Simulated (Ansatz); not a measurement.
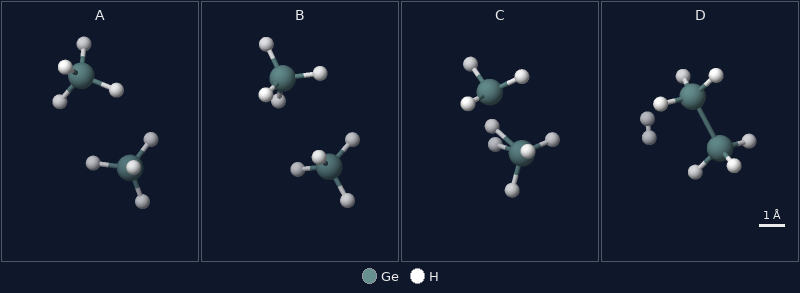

4 geometries from a converged minimum-energy path of Ge$_{2}$H$_{8}$, made up at the start of Ge$_{2}$H$_{6}$ and H₂, shuffled. Style: ball-and-stick. Shown at a tilt.

The calculation used Ansatz 0.2.0, RKS PBE0-D4/def2-SVP. Settings: 7 movable images; climbing image; force threshold 0.05 eV/Å; iteration limit 60; starting path through a guess of the saddle point.

**Which frame is the transition state?**

C. In order along the path, whose images run from 0 to 8: D (image 1, +0.4 kJ/mol), C (image 3, +321.3 kJ/mol), B (image 5, +3.7 kJ/mol), A (image 8, +4.5 kJ/mol). Breaking: Ge–Ge (2.42 → 4.34 Å), H–H (0.76 → 2.92 Å). Forming: 2 Ge–H (3.54–3.75 → 1.54 Å).

Limits of the set-up: the start holds two separate molecules, 2.8 Å apart at their closest, whose relative position is a soft coordinate.

Cost: 18 min on 2 threads of Arm Neoverse V1 (shared host), peak memory 0.27 GiB.
